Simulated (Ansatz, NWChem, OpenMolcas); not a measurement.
## How methods differ on S2 (sulfur dimer)

The species is S2 (2 atoms), meant as a triplet with charge 0. As SMILES, `S=S`. The bond length is the measured one.

| atom | x (Å) | y (Å) | z (Å) |
| --- | --- | --- | --- |
| S | 0.0000 | 0.0000 | 0.0000 |
| S | 0.0000 | 0.0000 | 1.8892 |

Each level gives the vertical energy of the singlet above the triplet (eV). The values are calculated.

| level | kind | program | value (eV) | less CCSD(T)/cc-pVTZ | CPU time (all runs) |
| --- | --- | --- | --- | --- | --- |
| USVWN5/cc-pVTZ | LDA | Ansatz | 0.90 | +0.12 | 2.8 s |
| UBLYP/cc-pVTZ | GGA | NWChem | 0.93 | +0.15 | 53 s |
| UPBE/cc-pVTZ | GGA | Ansatz | 0.99 | +0.21 | 4.8 s |
| U-r2SCAN/cc-pVTZ | meta-GGA | NWChem | 1.21 | +0.43 | 61 s |
| UM06-L/cc-pVTZ | meta-GGA | NWChem | 1.06 | +0.28 | 62 s |
| MC-PDFT[ftPBE](12,8)/cc-pVTZ | multireference | OpenMolcas | 0.76 | -0.02 | 6.8 s |
| ROCCSD(T)/cc-pVTZ | coupled cluster or CI | OpenMolcas | 0.78 | 0.00 | 14 s |
| UBCCD(T)/cc-pVTZ | coupled cluster or CI | Ansatz | 0.78 | 0.00 | 10 s |
| FCI/STO-3G | exact in the basis | Ansatz | 0.66 | -0.12 | 0.27 s |

ROCCSD(T)/cc-pVTZ is the highest level here, not the true value. The values span 0.66 to 1.21 eV. High-level rows in very small sets aren't better than simpler rows in larger ones. CPU times are rough (shared hosts, several kinds of processor and program).

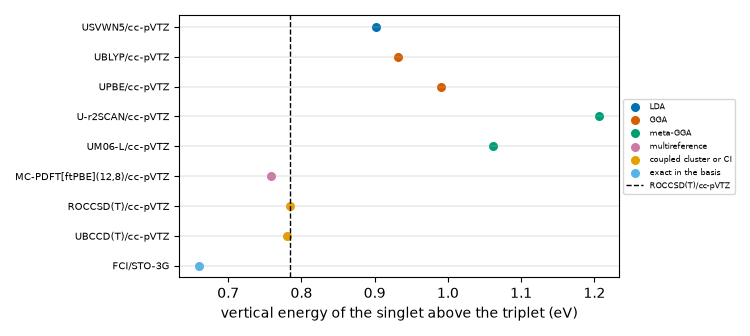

The values of the table, level by level.
